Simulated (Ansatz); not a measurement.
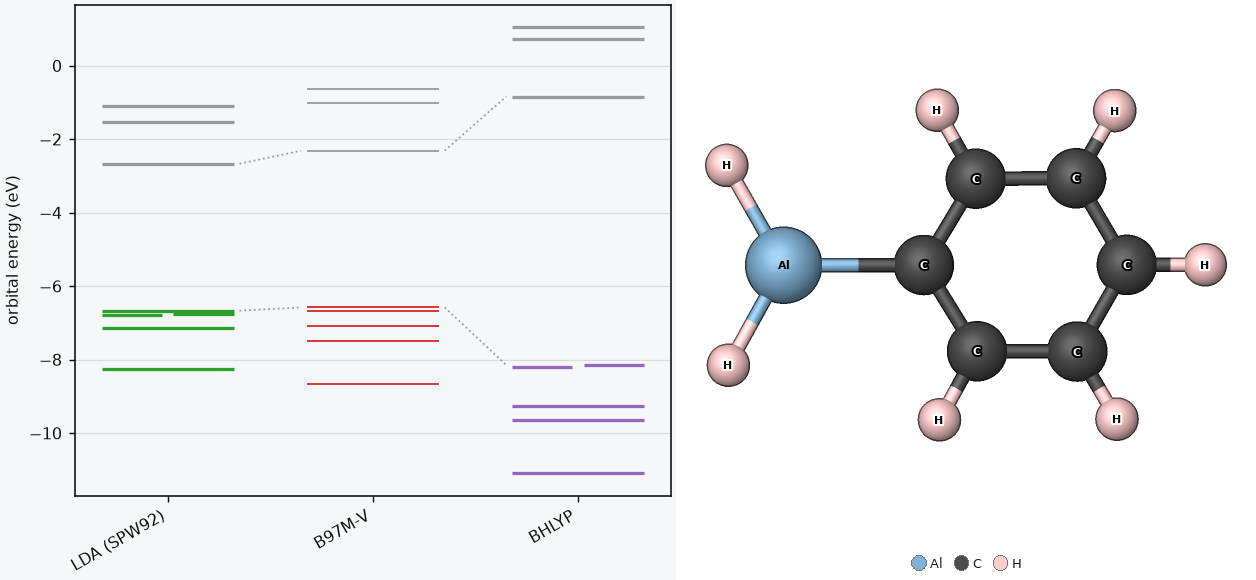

Frontier orbital energies of C₆H₇Al, SMILES [AlH2][c]1ccccc1, singlet at one geometry, def2-TZVPP, the Ansatz code, at a PBE0-D4/def2-TZVP geometry (a minimum by its frequencies). Empty levels are grey, levels within 0.1 eV stand side by side; all columns show the same few orbitals around the gap. Dotted lines join the HOMOs and the LUMOs.

> How do the frontier levels move from column to column?

The separation grows from 4.00 eV (LDA (SPW92)) to 7.31 eV (BHLYP).

| level | HOMO (eV) | LUMO (eV) | separation (eV) |
| --- | --- | --- | --- |
| LDA (SPW92) | −6.67 | −2.67 | 4.00 |
| B97M-V | −6.58 | −2.31 | 4.27 |
| BHLYP | −8.15 | −0.84 | 7.31 |

Limits of at least one run: empty levels above zero depend strongly on the basis.
